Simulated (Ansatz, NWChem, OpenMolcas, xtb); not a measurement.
**Ligand exchange: BrCl + SiH3(CH3) → SiH3Cl + CH3Br**

Species: BrCl (bromine chloride), singlet; SiH3(CH3) (methylsilane), singlet; SiH3Cl (chlorosilane) `[SiH3]Cl`, singlet; CH3Br (bromomethane) `CBr`, singlet. The partners trade Br for SiH3: Cl–Br and C–SiH3 bonds give way to Cl–SiH3 and C–Br.

Shapes, held fixed at every level: PBE0-D4/def2-TZVP; BrCl at the measured bond length. Programs: Ansatz 0.2.0, NWChem 7.3.0, OpenMolcas 26.06, xtb 6.7.1, xtb 6.7.1 later snapshot. A level may come from different programs for different species; with the same settings they agree closely. Electronic energies: no zero-point or thermal term.

| level | kind | ΔE (kJ/mol) |
| --- | --- | --- |
| GFN2-xTB | semi-empirical | -142.4 |
| HF/STO-3G | Hartree–Fock | -141.4 |
| SVWN5/STO-3G | LDA | -133.1 |
| HSE06/STO-3G | range-separated hybrid | -132.4 |
| wB97M-V/STO-3G | range-separated hybrid | -128.0 |
| B2PLYP/STO-3G | double hybrid | -127.1 |
| RPA@PBE/STO-3G | RPA | -98.4 |
| CCSDTQ/STO-3G | coupled cluster or CI | -121.6 |
| B3LYP/6-31G* (Cartesian functions) | global hybrid | -164.8 |

B3LYP/6-31G* (Cartesian functions) gives ΔE = -164.8 kJ/mol; the levels span -164.8 to -98.4. The median of the levels is -132.4. No measured value is set beside it here. Relativity is left out for Br. Outer-core shells of Br are correlated in most correlated rows, in sets that cover them unevenly. B3LYP/6-31G* (Cartesian functions) lies outside the range of all other levels here, so it shouldn't be taken on trust. Rows in sets without polarisation functions are far from converged.

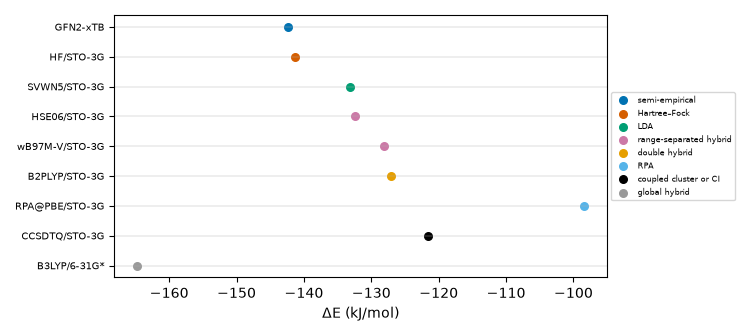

The values of the table, level by level.
